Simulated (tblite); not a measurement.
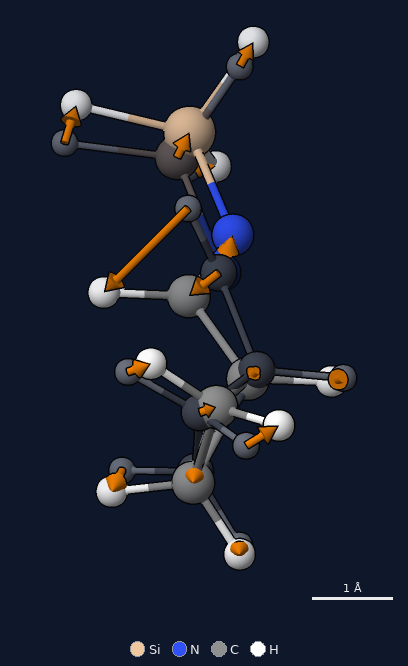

A relaxation of C₄H₉NSi. The starting structure is drawn faded, the final one solid; orange arrows show the displacements, at their true length. The two geometries are superimposed by the best rigid fit.

The picture is a ball-and-stick view, seen from a free direction.

The calculation used tblite 0.8.0, GFN2-xTB geometry optimisation, gas phase. 

**Which element moves most?**

Hydrogen: up to 1.61 Å, against 0.56 Å for nitrogen.

**Describe the change and its energy.**

Over 121 geometry steps the energy falls by 0.446 eV. The atom that moves furthest after the best rigid fit is an H atom (1.61 Å). By element the largest moves are H 1.61 Å, N 0.56 Å, C 0.51 Å, Si 0.36 Å. Among the contacts that change: N–Si 1.748 → 1.715 Å, C–C 1.486 → 1.463 Å, H–Si 1.483 → 1.461 Å, C–N 1.271 → 1.254 Å. Among the angles between lasting bonds that change: Si–N–C 115.7° → 134.3°, N–Si–H 107.7° → 116.9°, N–Si–H 109.7° → 103.8°. Groups turn about C–C by about 75°, N–Si by about 60°. Cost: 0.55 s on 1 thread of Arm Neoverse V2, on a shared host.
